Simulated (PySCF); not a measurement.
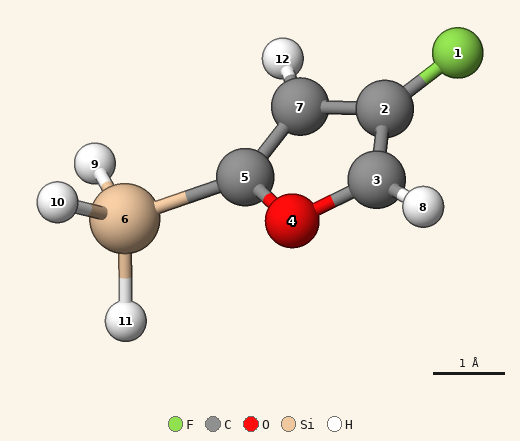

Figure 1. The structure as given in the input (ball-and-stick view, seen at a tilt; atoms are numbered from 1 in the order of the input). Bond lengths as drawn: C–C 1.36 to 1.42 Å, C–F 1.32 Å, C–H 1.09 Å, C–O 1.35 to 1.36 Å, C–Si 1.87 Å and H–Si 1.49 Å.

NMR shielding calculation of C4H5FOSi

C4H5FOSi, SMILES Fc1coc([SiH3])c1, computed with GIAO PBE0/def2-SVP NMR shielding, non-relativistic, gas phase (PySCF 2.14.0).

The geometry comes from this level: PBE0-D3(BJ)/def2-SVP. Figures and captions count atoms from 1; the log counts them from 0 in places.

## Log
```
coarse grid: 11240 points
cycle   1  E = -618.9968869916  dE =  1.118e+00  |g| = 5.158e-01  |ddm| = 3.821e+00
cycle   2  E = -618.9597110386  dE =  3.718e-02  |g| = 6.985e-01  |ddm| = 9.531e-01
cycle   3  E = -619.0429099658  dE = -8.320e-02  |g| = 1.130e-01  |ddm| = 5.736e-01
cycle   4  E = -619.0450738652  dE = -2.164e-03  |g| = 5.368e-02  |ddm| = 1.436e-01
cycle   5  E = -619.0457204119  dE = -6.465e-04  |g| = 9.166e-03  |ddm| = 5.869e-02
cycle   6  E = -619.0457390223  dE = -1.861e-05  |g| = 3.508e-03  |ddm| = 1.303e-02
cycle   7  E = -619.0457419737  dE = -2.951e-06  |g| = 7.511e-04  |ddm| = 3.830e-03
final grid: 106432 points
cycle   8  E = -619.1326387355  dE = -9.973e-06  |g| = 9.714e-03  |ddm| = 2.599e-02
cycle   9  E = -619.1326042775  dE =  3.446e-05  |g| = 1.655e-02  |ddm| = 1.851e-02
cycle  10  E = -619.1326566537  dE = -5.238e-05  |g| = 1.539e-03  |ddm| = 1.256e-02
cycle  11  E = -619.1326572653  dE = -6.116e-07  |g| = 2.232e-04  |ddm| = 1.777e-03
cycle  12  E = -619.1326572752  dE = -9.903e-09  |g| = 6.778e-05  |ddm| = 2.998e-04
cycle  13  E = -619.1326572762  dE = -9.871e-10  |g| = 9.388e-06  |ddm| = 8.359e-05
```

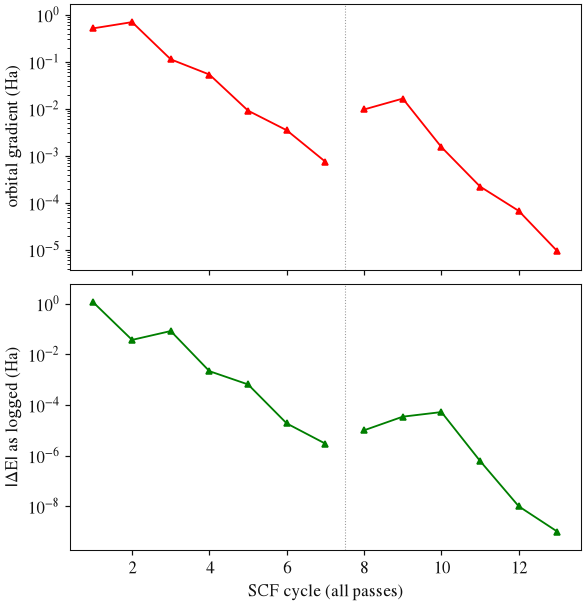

Figure 2. Convergence of the self-consistent field: orbital gradient and size of the energy change against the SCF cycle. The dotted line marks the change from a coarse to the final integration grid. The first 7 cycles use a coarse grid, the final grid takes over at cycle 8, and the field converges after 13 cycles in all.

```
converged SCF energy = -619.1326572762

GIAO shielding tensors (ppm)
atom      isotropic    diamagn.    paramagn.     s11        s22        s33       span
  0 F      368.000     466.355     -98.355    309.233    317.180    477.586    168.353
  1 C       41.190     255.609    -214.419    -10.889     45.679     88.782     99.671
  2 C       64.535     254.294    -189.760      7.478     55.669    130.457    122.979
  3 O       67.137     396.395    -329.258    -76.009    -16.414    293.834    369.843
  4 C       51.531     258.966    -207.436    -12.688     43.132    124.148    136.837
  5 Si     487.797     881.389    -393.591    467.487    483.264    512.641     45.155
  6 C       78.376     255.468    -177.092     -4.575     77.581    162.122    166.697
  7 H       24.118      30.185      -6.066     21.822     24.798     25.736      3.914
  8 H       27.103      28.889      -1.786     23.589     26.272     31.447      7.859
  9 H       26.902      28.240      -1.338     23.880     25.007     31.818      7.939
 10 H       26.903      28.265      -1.362     23.758     25.204     31.748      7.989
 11 H       24.748      33.052      -8.304     22.876     24.198     27.170      4.294
```

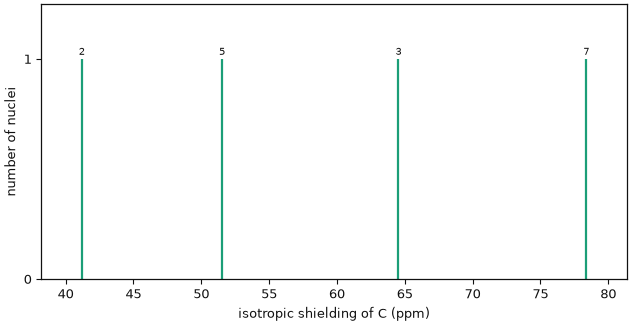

Figure 3. Isotropic shieldings of the carbon nuclei in this fixed geometry, labelled by atom number; shielding grows to the right, so chemical shift grows to the left. The least shielded is C2 (41.2 ppm), the most shielded C7 (78.4 ppm).

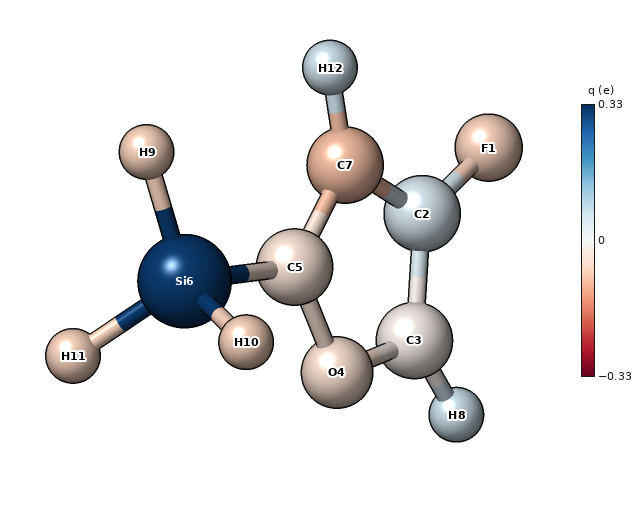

Figure 4. Hirshfeld charges, as the colour of each atom (ball-and-stick view, seen at a tilt; atoms are numbered from 1 in the order of the input). By element: F −0.07, C −0.10 to +0.05, O −0.05, Si +0.31 and H −0.07 to +0.07 e.

This output came from the following input.

## Input file
```
{"job": {"kind": "nmr", "xc": "PBE0", "basis": "def2-SVP", "pop": true}, "charge": 0, "multiplicity": 1}
F     -2.842272     0.990394     1.085371
C     -1.793547     0.393502     0.548398
C     -1.789580    -0.799832    -0.113795
O     -0.531794    -1.073772    -0.506121
C      0.283568    -0.062412    -0.103588
Si     2.106000    -0.153716    -0.506144
C     -0.459745     0.880784     0.562072
H     -2.566922    -1.517639    -0.357955
H      2.750247     1.018932     0.153116
H      2.333442    -0.089607    -1.980605
H      2.695510    -1.422255     0.014376
H     -0.104937     1.809610     1.002834
```

The first line tells a small driver script what to run in PySCF; the rest is the geometry in Å.

Run as:
```bash
OMP_NUM_THREADS=1 python <driver script> task.json out
```

## Summary

| quantity | value |
| --- | --- |
| outcome | converged |
| total energy | −619.132657 hartree |
| HOMO | −6.86 eV |
| LUMO | −0.44 eV |
| dipole moment | 0.51 D |
| isotropic shielding, F | 368.0 ppm |
| isotropic shielding, C | 41.2 to 78.4 ppm |
| isotropic shielding, O | 67.1 ppm |
| isotropic shielding, Si | 487.8 ppm |
| isotropic shielding, H | 24.1 to 27.1 ppm |
| hardware | 1 CPU thread, shared host |
| wall time | 17 s |
| peak memory | 0.65 GiB |
